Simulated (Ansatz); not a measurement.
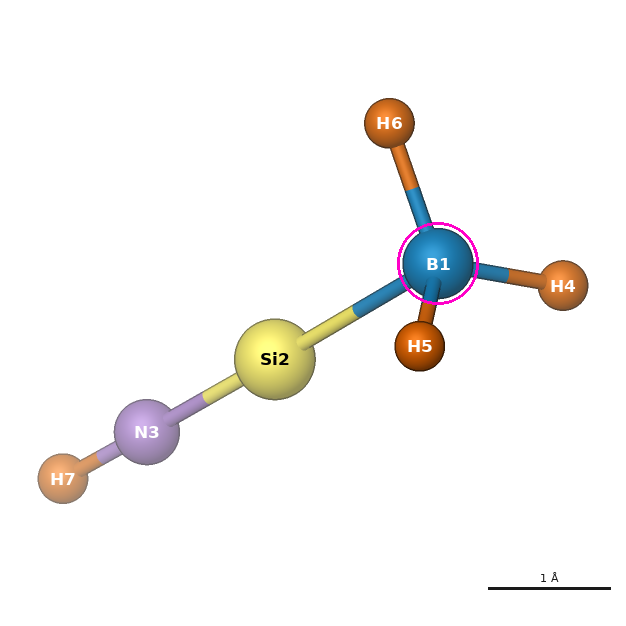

Orthographic view. Distant atoms are faded towards the background colour. The computed structure is the end point of a PBE-D4/def2-SVP optimisation. No frequency run is at hand to confirm it as a minimum.

**Name the neighbours of the circled atom.**

The circled atom is B1; it is bonded to Si2, H4, H5, H6.

**Of Si2 and N3, which is nearer the viewer?**

Si2; the bond to N3 points away from the viewer, so it looks shorter than its 1.56 Å.

**What is the shortest path along bonds from the circled atom to H7?**

B1–Si2–N3–H7, 3 bonds; through space the two are 4.55 Å apart.

**Which atom is nearest the viewer?**

H5, 1.8 Å in front of the mean position.
